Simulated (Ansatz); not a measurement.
Single-point calculation, with input and output: C₂H₆ClNSi

C₂H₆ClNSi, computed with RKS B3LYP-D4/def2-TZVPP (Ansatz 0.2.0).

The geometry comes from this level: PBE0-D4/def2-TZVP. Figures and captions count atoms from 1; the log counts them from 0 in places.

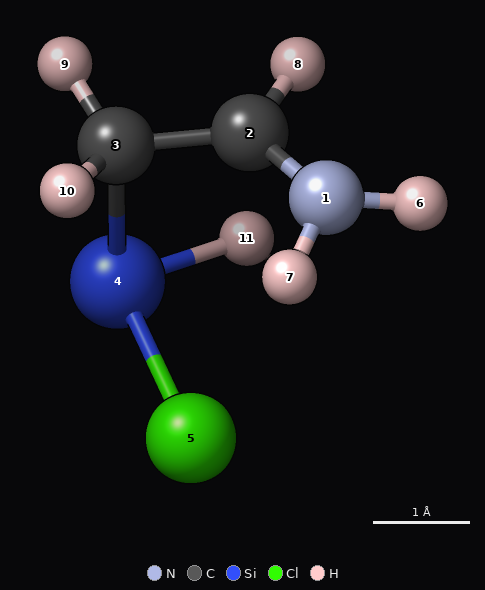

*The structure as given in the input (ball-and-stick view, seen at a tilt; atoms are numbered from 1 in the order of the input).*

Bond lengths as drawn: Cl–Si 2.16 Å, C–C 1.40 Å, C–H 1.08 to 1.09 Å, C–N 1.34 Å, C–Si 2.06 Å, H–N 1.01 Å and H–Si 1.53 Å.

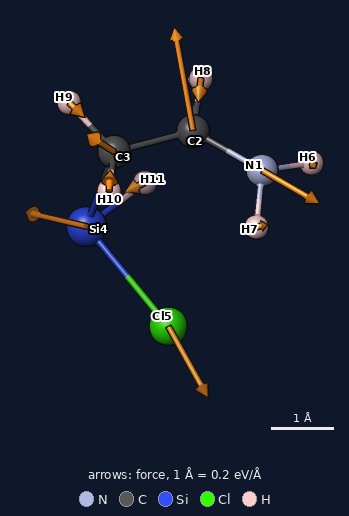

*Forces on the atoms as orange arrows (ball-and-stick view, seen at a tilt; atoms are numbered from 1 in the order of the input).*

The largest act on C2 (0.35 eV/Å); Si4 (0.34 eV/Å); Cl5 (0.27 eV/Å); N1 (0.23 eV/Å), among others. The geometry is not a stationary point of this energy.

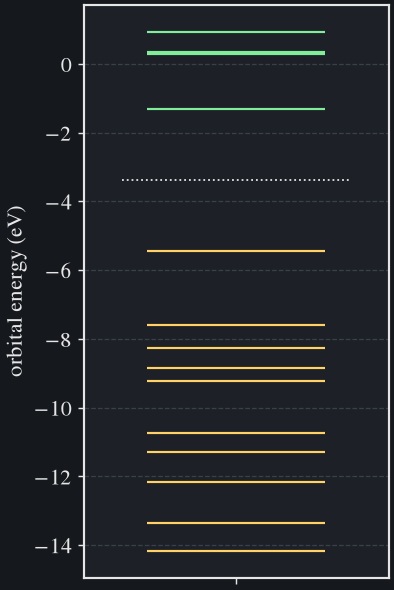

*Orbital energies near the frontier; the dotted line parts filled from empty levels, and levels within 0.02 eV of each other stand side by side.*

Highest filled −5.45 eV, lowest empty −1.32 eV, 4.13 eV apart.

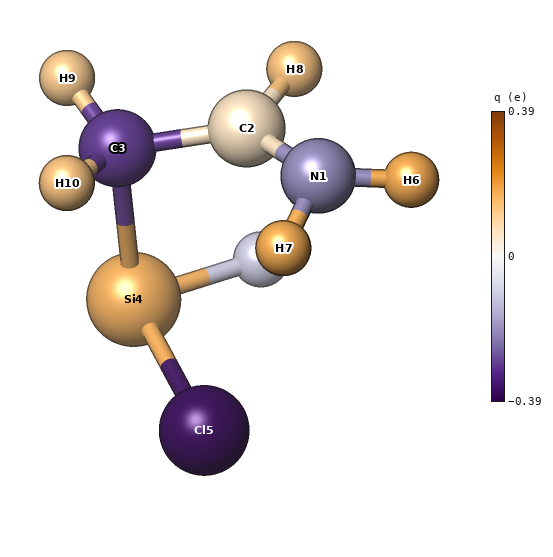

*Mulliken charges, as the colour of each atom (ball-and-stick view, seen at a tilt; atoms are numbered from 1 in the order of the input).*

By element: N −0.20, C −0.30 to +0.06, Si +0.18, Cl −0.37 and H −0.11 to +0.18 e.

The input and output of the run follow.

Input:
```yaml
crystal:
  periodic: [false, false, false]
  atoms:
    - {symbol: N, position_ang: [-1.432056, -0.427717, 0.196304]}
    - {symbol: C, position_ang: [-0.158179, -0.809766, 0.074557]}
    - {symbol: C, position_ang: [0.922606, -0.241160, 0.763310]}
    - {symbol: Si, position_ang: [1.398278, 1.110374, -0.711412]}
    - {symbol: Cl, position_ang: [-0.311725, 2.405198, -0.451199]}
    - {symbol: H, position_ang: [-2.073567, -0.679593, -0.537258]}
    - {symbol: H, position_ang: [-1.610719, 0.473767, 0.617441]}
    - {symbol: H, position_ang: [0.017689, -1.639114, -0.600142]}
    - {symbol: H, position_ang: [1.797490, -0.873961, 0.868769]}
    - {symbol: H, position_ang: [0.706896, 0.361817, 1.640886]}
    - {symbol: H, position_ang: [0.808690, 0.263256, -1.840654]}
basis:
  gaussian: {orbitals: def2-TZVPP}
hamiltonian: {xc: {name: B3LYP}, dispersion: d4}
output: {forces: true, orbitals: {seedname: orbitals}}
```

Launch command:
```bash
ansatz run in.yaml --threads 4 --pin off --events-out ev --progress --plain --max-ram 10444MiB
```

Output:
```
Functional definition: B3LYP
  name "B3LYP"
  cite "Stephens, Devlin, Chabalowski & Frisch, J. Phys. Chem. 98, 11623 (1994) doi:10.1021/j100096a001"
  cite "Becke, Phys. Rev. A 38, 3098 (1988) doi:10.1103/PhysRevA.38.3098"
  cite "Lee, Yang & Parr, Phys. Rev. B 37, 785 (1988) doi:10.1103/PhysRevB.37.785"
  cite "Vosko, Wilk & Nusair, Can. J. Phys. 58, 1200 (1980) doi:10.1139/p80-159"
  parameter a0 = 0.2
  parameter ax = 0.72
  parameter ac = 0.81
  exchange = (1 - a0 - ax)*slater_x + ax*b88_x + a0*exact_x
  correlation = (1 - ac)*vwn_rpa_c + ac*lyp_c
1473 factors; their error is unknown
mean field evaluation 1: about -24050.8318 eV, gradient 7.9e1 eV
mean field evaluation 2: about -24007.3900 eV, gradient 1.4e2 eV
mean field evaluation 4: about -24064.3783 eV, gradient 1.9e1 eV
mean field evaluation 8: about -24065.3578 eV, gradient 1.5e-1 eV
mean field evaluation 16: about -24065.3887 eV, gradient 8.6e-3 eV
mean field -24065.38868913 eV, -884.3867222193 hartree, gradient 2.7e-5 eV, S^2 0.000000; 0 other end points of the search recorded, 0 dependent functions left out
the calculation of the forces begins
reference -24065.38895408 eV, -884.3867319558 hartree; 28, 28 occupied and 233, 233 virtual orbitals, 1473 factors
Total energy: -24065.88025121 eV, -884.4047867925 hartree
Atom 0 at    -1.432056    -0.427717     0.196304 Å, force    -0.214515     0.067562     0.007856 eV/Å
Atom 1 at    -0.158179    -0.809766     0.074557 Å, force     0.130981    -0.322900     0.009245 eV/Å
Atom 2 at     0.922606    -0.241160     0.763310 Å, force     0.080930    -0.043877     0.124463 eV/Å
Atom 3 at     1.398278     1.110374    -0.711412 Å, force     0.252280     0.006480    -0.220460 eV/Å
Atom 4 at    -0.311725     2.405198    -0.451199 Å, force    -0.183879     0.202810     0.020625 eV/Å
Atom 5 at    -2.073567    -0.679593    -0.537258 Å, force    -0.020042     0.014961     0.011199 eV/Å
Atom 6 at    -1.610719     0.473767     0.617441 Å, force    -0.036246    -0.016334    -0.009887 eV/Å
Atom 7 at     0.017689    -1.639114    -0.600142 Å, force    -0.018450     0.076616     0.057861 eV/Å
Atom 8 at     1.797490    -0.873961     0.868769 Å, force    -0.068184     0.037880     0.015561 eV/Å
Atom 9 at     0.706896     0.361817     1.640886 Å, force     0.020008    -0.068095    -0.049440 eV/Å
Atom 10 at     0.808690     0.263256    -1.840654 Å, force     0.057118     0.044896     0.032977 eV/Å
Dipole moment:    -0.429190    -0.816926     0.222503 e Å
```

Key numbers:

| quantity | value |
| --- | --- |
| outcome | converged |
| total energy | −24065.8803 eV |
| mean-field energy | −24065.3890 eV |
| dispersion energy | −0.4913 eV |
| SCF solution under orbital rotations | stable |
| HOMO | −5.45 eV |
| LUMO | −1.32 eV |
| largest force (length of the vector) | 0.349 eV/Å |
| dipole moment | 4.56 D |
| hardware | 4 threads of Arm Neoverse V1, 23 GiB of memory available, shared host |
| wall time | 5.5 s (CPU time 20 s) |
| peak memory | 0.8 GiB |
